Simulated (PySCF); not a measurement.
Input

```
{"job": {"kind": "epr", "basis": "pcH-1"}, "charge": 0, "multiplicity": 2}
C      2.531131     0.884555    -0.217800
Si     2.219570    -0.972168     0.059563
Si     0.452033    -1.596858    -1.250316
C     -1.305457    -0.944965    -0.778331
F     -1.751296    -1.729186     0.312304
Si    -1.503594     0.903881    -0.279557
N     -3.115375     1.418639     0.035676
H      3.430722     1.207088     0.297940
H      1.707246     1.489455     0.149157
H      2.660639     1.111370    -1.271909
H      3.394052    -1.707697    -0.444118
H      2.241663    -1.180284     1.521209
H      0.214390    -3.036815    -1.481835
H     -2.010652    -1.187202    -1.582971
H     -0.786439     1.103495     0.976972
H     -1.030537     1.693904    -1.415175
H     -3.757261     1.526910    -0.733411
H     -3.599595     1.022194     0.826185
```

Launched as:

```sh
OMP_NUM_THREADS=1 python probes_run.py task.json out
```

Geometry: GFN2-xTB.

Level of theory: PySCF 2.14.0, density-fitted response routines, UKS B3LYP, pcH-1 on C F H N Si, non-relativistic, mean-field spin-orbit, GIAO.

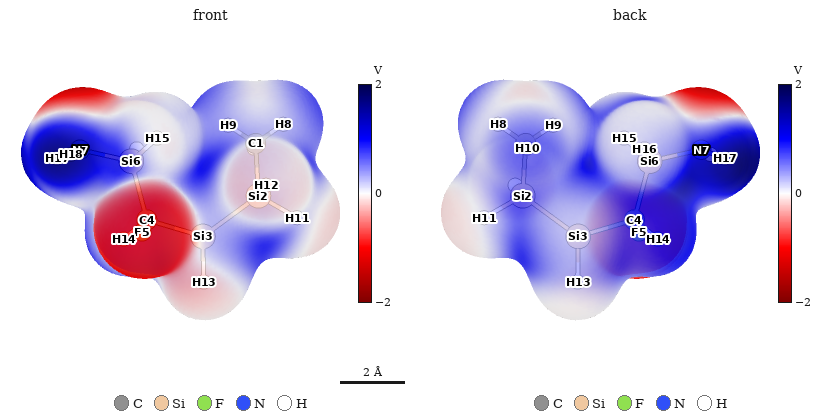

C2H11FNSi3 (doublet). The electrostatic potential painted on the density surface at 0.002 e/bohr³, seen from the front and from behind; red is negative and blue positive.

> Where is the surface potential most negative and most positive?

The most negative region (about −1.3 V, or −30 kcal/mol for a unit charge) lies over N7, the most positive (about +1.8 V, or +42 kcal/mol for a unit charge) over H17. N7 is the likeliest acceptor of a hydrogen bond.
